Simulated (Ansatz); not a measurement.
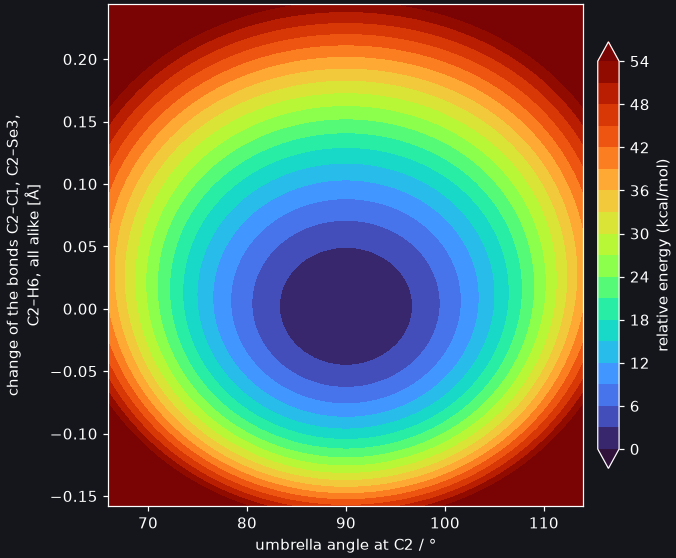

Energy landscape of C2H3Se, SMILES C=C[Se-], charge −1. The first coordinate is: umbrella angle at C2 (between each of its bonds and their common axis; 90 is planar); the second: change of the bonds C2–C1, C2–Se3, C2–H6, all alike. Nothing is relaxed (all other coordinates rigid). The scan uses an 11 × 11 grid; 66 points were computed and 55 follow by symmetry. Points are written as (first, second). Energies: kcal/mol, counted from the lowest grid point. These are results of Ansatz, RKS PBE0-D4/def2-TZVPD, not measurements.

The picture shows filled contours, one colour for all values above the top of the scale. Between grid points the surface is interpolated. 

Summarise what can be read from the map.

The lowest grid point is at (90.0°, 0.003 Å). No other kind of well shows on this grid. The highest grid point, (66.0°, −0.158 Å), lies 97 kcal/mol above the lowest. Round the minimum the two coordinates are nearly uncoupled.

The input of one point:

```yaml
crystal:
  periodic: [false, false, false]
  atoms:
    - { symbol: C, position_ang: [-0.479826, 0.140536, -0.583681] }
    - { symbol: C, position_ang: [0.329091, 0.022636, 0.485129] }
    - { symbol: Se, position_ang: [1.411407, -1.43179, 0.991371] }
    - { symbol: H, position_ang: [-0.585724, -0.663018, -1.307082] }
    - { symbol: H, position_ang: [-1.053308, 1.050612, -0.752574] }
    - { symbol: H, position_ang: [0.374781, 0.881832, 1.162368] }
total_charge: -1
basis:
  gaussian: { orbitals: def2-TZVPD }
hamiltonian:
  xc: pbe0
  dispersion: d4
output:
  forces: true
```

Time for the 66 points that were run: 7.8 min on 1 thread of Arm Neoverse V1, on a shared host.
